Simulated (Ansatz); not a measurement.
The parent structure is BaTiO3 in the cubic perovskite structure (space group Pm-3m, No. 221; a = 3.9940 Å). Axes: x, y, z lie along the cube axes.

Now apply this change: compressive biaxial strain of 0.52 % in the plane normal to [001], as in epitaxy on a mismatched substrate; the out-of-plane cell vector and the atoms relax.

Level of theory: Ansatz (a program for electronic structure), r2SCAN, PAW, cutoff 500 eV, spin-orbit coupling left out.

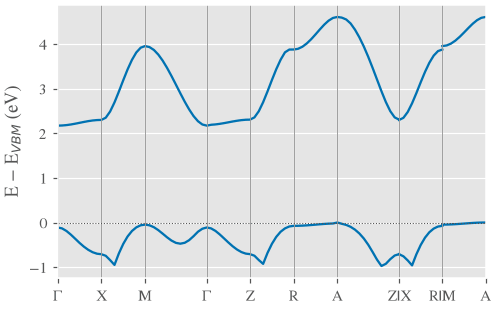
Figure: Highest valence and lowest conduction band along the path of the changed cell's own zone

Question: Read the changed gap and its character from the plot.

Answer: About 2.2 eV, indirect, A → Γ.

Whether these cells are dynamically stable was not tested. The final runs are not spin-polarised. Many cubic perovskites are stable only at high temperature; tilts and polar distortions were not tested. This is not the structure that BaTiO3 has at room temperature and ambient pressure. k-point labels follow each cell's own Brillouin zone.
